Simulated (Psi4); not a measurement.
**UBHLYP/aug-cc-pVDZ run of AlNH2Cl (SMILES [NH2][Al][Cl])**

Aim: the vertical doublet–quartet gap of AlNH2Cl at UBHLYP/aug-cc-pVDZ, from 2 runs. 

Program for the calculation: Psi4 1.11.

2 further runs of the same task are left out: 2 set aside as unsound or not needed.

## Step 1: Starting point

The species is AlNH2Cl (5 atoms), meant as a doublet with charge 0. As SMILES, `[NH2][Al][Cl]`. Geometry: relaxed at PBE0-D4/def2-TZVP. This is one conformer, not always the lowest.

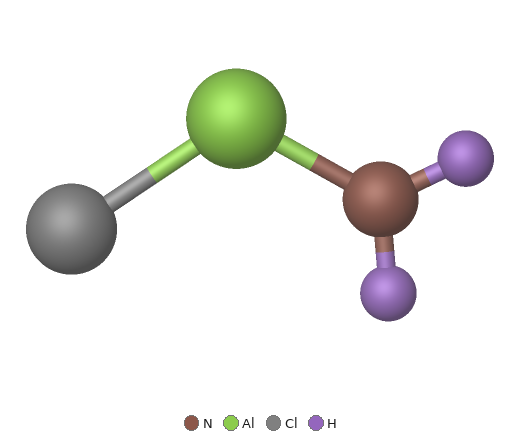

The structure, seen from a chosen angle (nitrogen brown, aluminium green, chlorine grey, hydrogen purple).

## Step 2: Energy and forces at UBHLYP/aug-cc-pVDZ

Contents of input.inp:

```
memory 2200 MB

molecule system {
  0 2
  N     -0.549400     0.461700    -0.232000
  Al     0.402600    -0.291600     1.049100
  Cl     1.907000    -1.649700     0.440800
  H     -1.293600     1.123300    -0.083500
  H     -0.416600     0.282700    -1.215900
  symmetry c1
  no_reorient
  no_com
}

set basis aug-cc-pVDZ
set reference uks
set puream true
set e_convergence 1e-09
set d_convergence 1e-08
set scf_type pk
set dft_radial_points 99
set dft_spherical_points 590
set maxiter 100

result, w = gradient('bhhlyp', return_wfn=True)
oeprop(w, 'MULLIKEN_CHARGES', 'QUADRUPOLE', 'MAYER_INDICES')
```

On the command line:

```bash
$ psi4 -i input.inp -o input.out -n 1
```

input.out:

```text
[...]
  Running in c1 symmetry.
[...]
  Nuclear repulsion =  119.524169334353630
[...]
  Multiplicity = 2
[...]
  Nalpha       = 20
  Nbeta        = 19
[...]
    Number of basis functions: 95
[...]
   @UKS iter   1:  -758.34469742895737   -3.48838e-01   8.36150e-03 DIIS/ADIIS
[...]
   @UKS iter  13:  -758.63598891465699   -1.06866e-11   6.92412e-09 DIIS
[...]
   @S^2 Observed:                7.517480149E-01
[...]
  @UKS Final Energy:  -758.63598891465699
   => Energetics <=
    Nuclear Repulsion Energy =            119.5241693343536298
    One-Electron Energy =               -1286.4451696118292148
    Two-Electron Energy =                 436.3513611089911706
    DFT Exchange-Correlation Energy =     -28.0663497461727509
    Empirical Dispersion Energy =           0.0000000000000000
    VV10 Nonlocal Energy =                  0.0000000000000000
    Total Energy =                       -758.6359889146571049
[...]
  -Total Gradient:
     Atom            X                  Y                   Z
    ------   -----------------  -----------------  -----------------
       1        0.006371528962    -0.005043400554     0.008456767792
       2        0.001906280137    -0.002274350983    -0.009499581445
       3       -0.006793618878     0.006135607046     0.002830313599
       4       -0.002185809936     0.001968576776     0.000919358015
       5        0.000698894400    -0.000784634740    -0.002716169177
[...]
 Multipole Moments:
 ------------------------------------------------------------------------------------
     Multipole            Electronic (a.u.)      Nuclear  (a.u.)        Total (a.u.)
 ------------------------------------------------------------------------------------
 L = 1.  Multiply by 2.5417464519 to convert [e a0] to [Debye]
 Dipole X            :        -61.3536656           60.6541615           -0.6995040
 Dipole Y            :         52.0120394          -51.3963932            0.6156461
 Dipole Z            :        -34.3722409           34.4090782            0.0368372
 Magnitude           :                                                    0.9325680
 L = 2.  Multiply by 1.3450342976 to convert [e a0^2] to [Debye ang]
 Quadrupole XX       :       -267.9742770          242.4395910          -25.5346860
 Quadrupole XY       :        210.0361238         -208.3869167            1.6492071
[...]
  Mulliken Charges: (a.u.)
   Center  Symbol    Alpha    Beta     Spin     Total
       1     N     3.72421  3.71128  0.01294 -0.43549
       2    AL     6.45483  5.55150  0.90333  0.99366
       3    CL     8.73209  8.66526  0.06683 -0.39735
       4     H     0.55179  0.54283  0.00896 -0.09461
       5     H     0.53708  0.52913  0.00795 -0.06620
   Total alpha = 20.00000, Total beta = 19.00000, Total charge = -0.00000
  Mayer Bond Indices:
  Total Bond Index:
[...]
```

Run time: 28 s. Hardware: 1 thread of Intel Xeon 6975P-C (Granite Rapids), shared host; peak memory 1.2 GiB.

## Step 3: The quartet at the same level

Contents of input.dat:

```
memory 2200 mb

molecule geom {
  0 4
  N     -0.549400     0.461700    -0.232000
  Al     0.402600    -0.291600     1.049100
  Cl     1.907000    -1.649700     0.440800
  H     -1.293600     1.123300    -0.083500
  H     -0.416600     0.282700    -1.215900
  symmetry c1
  no_reorient
  no_com
}

set globals {
  reference uks
  puream true
  e_convergence 1e-09
  d_convergence 1e-08
  scf_type pk
  dft_radial_points 99
  dft_spherical_points 590
  maxiter 100
}

energy_value, wavefunction = gradient("bhhlyp/aug-cc-pVDZ", return_wfn=True)
```

On the command line:

```bash
$ psi4 -n 1 input.dat output.dat
```

output.dat:

```text
[...]
  Running in c1 symmetry.
[...]
  Nuclear repulsion =  119.524169334353630
[...]
  Multiplicity = 4
[...]
  Nalpha       = 21
  Nbeta        = 18
[...]
    Number of basis functions: 95
[...]
   @UKS iter   1:  -758.04712521019349   -5.12656e-02   8.69878e-03 DIIS/ADIIS
[...]
   @UKS iter  16:  -758.44750450252536   -4.33147e-11   5.72173e-09 DIIS
[...]
   @S^2 Observed:                3.755523156E+00
[...]
    Orbital Energies [Eh]
    ---------------------
    Alpha Occupied:
       1A   -102.766867     2A    -57.003133     3A    -14.973893
       4A     -9.845969     5A     -7.494936     6A     -7.491431
       7A     -7.491009     8A     -4.447479     9A     -2.910712
      10A     -2.909946    11A     -2.908939    12A     -1.138961
      13A     -0.897058    14A     -0.708414    15A     -0.644905
      16A     -0.557576    17A     -0.440637    18A     -0.370372
      19A     -0.368252    20A     -0.255045    21A     -0.133056
    Alpha Virtual:
      22A     -0.031261    23A      0.006790    24A      0.026980
      25A      0.031730    26A      0.035698    27A      0.042586
[...]
  @UKS Final Energy:  -758.44750450252536
   => Energetics <=
    Nuclear Repulsion Energy =            119.5241693343536298
    One-Electron Energy =               -1285.5734424654713166
    Two-Electron Energy =                 435.6367460260533448
    DFT Exchange-Correlation Energy =     -28.0349773974610272
    Empirical Dispersion Energy =           0.0000000000000000
    VV10 Nonlocal Energy =                  0.0000000000000000
    Total Energy =                       -758.4475045025253621
[...]
 Multipole Moments:
 ------------------------------------------------------------------------------------
     Multipole            Electronic (a.u.)      Nuclear  (a.u.)        Total (a.u.)
 ------------------------------------------------------------------------------------
 L = 1.  Multiply by 2.5417464519 to convert [e a0] to [Debye]
 Dipole X            :        -62.3681546           60.6541615           -1.7139931
 Dipole Y            :         52.7944759          -51.3963932            1.3980827
 Dipole Z            :        -36.0562384           34.4090782           -1.6471602
 Magnitude           :                                                    2.7578151
[...]
  -Total Gradient:
     Atom            X                  Y                   Z
    ------   -----------------  -----------------  -----------------
       1        0.045520086286    -0.035144188488     0.074840584751
       2       -0.041520667293     0.030347380386    -0.095121307127
       3       -0.010212879866     0.009701324270     0.011641905524
       4        0.005778361313    -0.005150545624    -0.001354899236
       5        0.000431205287     0.000248737832     0.009982616059
[...]
```

It took 33 s on 1 thread of Intel Xeon 6975P-C (Granite Rapids), shared host; peak memory 1.2 GiB.

## Step 4: What came out

At UBHLYP/aug-cc-pVDZ:

| quantity | value |
| --- | --- |
| doublet: total energy | -758.63599 Eh |
| doublet: dipole moment | 2.37 D |
| doublet: HOMO energy (highest over α and β) | -7.07 eV |
| doublet: LUMO energy (lowest over α and β) | -2.10 eV |
| doublet: ⟨S²⟩ | 0.752 |
| doublet: largest force on an atom | 0.603 eV/Å |
| quartet: total energy | -758.44750 Eh |
| quartet: dipole moment | 7.01 D |
| quartet: HOMO energy (highest over α and β) | -3.62 eV |
| quartet: ⟨S²⟩ | 3.756 |
| quartet: largest force on an atom | 5.560 eV/Å |
| vertical energy of the quartet above the doublet | 5.129 eV |

What this shows: At this shape the quartet lies 5.13 eV (118 kcal/mol) above the doublet. The largest force (doublet) is 0.60 eV/Å: the shape isn't a stationary point for this species at this level.
